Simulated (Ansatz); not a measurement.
# SnH6S (built from SMILES [H][H].[SH][SnH3]): search for a transition state

Aim: find the saddle point of a four-centre ligand exchange that is to form Sn1–H7, S2–H6 and break Sn1–S2, H6–H7, prove it by its vibrations, and relax downhill on both sides to see what it joins.

The runs use Ansatz 0.2.0, Gaussian basis; PBE0-D4, def2-SVP first, then def2-TZVP.

129 further runs of the same task are left out: 1 that didn't finish, 128 set aside as unsound or not needed.

## 1. Where the work starts

The guess: 8 atoms, charge 0, spin multiplicity 1.

Atoms are counted from 1 here; the program's logs count them from 0.

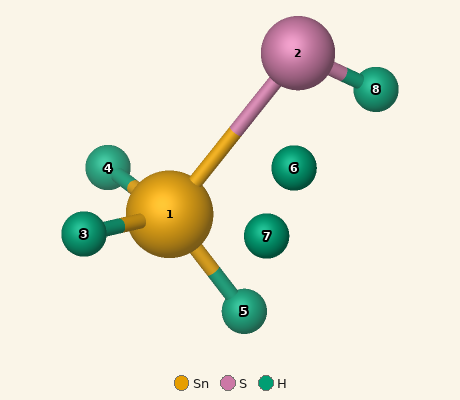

The starting geometry (tin amber, sulfur pink, hydrogen teal); atoms are numbered from 1 in the order of the file.

As a file:

| atom | x (Å) | y (Å) | z (Å) |
| --- | --- | --- | --- |
| Sn1 | -0.9153 | -0.3637 | -0.2507 |
| S2 | 1.4293 | -0.2156 | 1.3603 |
| H3 | -0.6171 | -1.4216 | -1.5327 |
| H4 | -2.1020 | -1.0768 | 0.8064 |
| H5 | -1.3984 | 1.2272 | -0.5943 |
| H6 | 1.4698 | 0.3347 | -0.3536 |
| H7 | 0.9537 | 0.4849 | -1.1684 |
| H8 | 1.1800 | 1.0310 | 1.7331 |

Distances that are to change: Sn1–H7 2.25 Å, S2–H6 1.80 Å, Sn1–S2 2.85 Å, H6–H7 0.98 Å.

## 2. Constrained relaxation of the guess

hold/in.yaml

```yaml
crystal:
  periodic: [false, false, false]
  atoms:
    - {symbol: Sn, position_ang: [-0.915300, -0.363700, -0.250700]}
    - {symbol: S, position_ang: [1.429300, -0.215600, 1.360300]}
    - {symbol: H, position_ang: [-0.617100, -1.421600, -1.532700]}
    - {symbol: H, position_ang: [-2.102000, -1.076800, 0.806400]}
    - {symbol: H, position_ang: [-1.398400, 1.227200, -0.594300]}
    - {symbol: H, position_ang: [1.469800, 0.334700, -0.353600]}
    - {symbol: H, position_ang: [0.953700, 0.484900, -1.168400]}
    - {symbol: H, position_ang: [1.180000, 1.031000, 1.733100]}
basis:
  gaussian: {orbitals: def2-SVP}
hamiltonian: {xc: pbe0, dispersion: d4}
relax: {f_tol: 0.08, max_steps: 120, escape_saddle: false, constraints: [{distance: [0, 6]}, {distance: [1, 5]}, {distance: [0, 1]}, {distance: [5, 6]}]}
```

The run is started by

```
$ ansatz run in.yaml --threads 2 --pin off --events-out ev --progress --plain --max-ram 4352MiB
```

After this run come: A starting Hessian; Saddle search in the small basis; Saddle search in triple zeta; Vibrations at the point found; Relaxing after a step of 0.30 Å one way along the mode; Relaxing after a step of 0.30 Å the other way along the mode.

**Question.** What will these runs give? Wanted: imaginary mode; barrier from the start side; barrier from the end side; energy of the step; pairs that change; zero-point energy at the saddle.

The runs gave:

```
                       quantity                                                     value
                 imaginary mode                                                1356i cm⁻¹
    barrier from the start side                                                  2.043 eV
      barrier from the end side                                                  1.682 eV
             energy of the step                                                 +0.361 eV
              pairs that change  Sn1–H7 formed, S2–H6 formed, Sn1–S2 broken, H6–H7 broken
zero-point energy at the saddle                                                  1.119 eV
```

The point has a single imaginary mode (1356i cm⁻¹), as a transition state must. The two relaxations end on the structures that were planned. At PBE0-D4/def2-TZVP the electronic barrier is 2.043 eV, about 80 kT at 298 K, and the step runs 0.361 eV uphill. With so stiff a mode tunnelling counts: Wigner's rough correction is a factor of 2.8 at 298 K. The ends are the nearest minima, not always the lowest complexes.
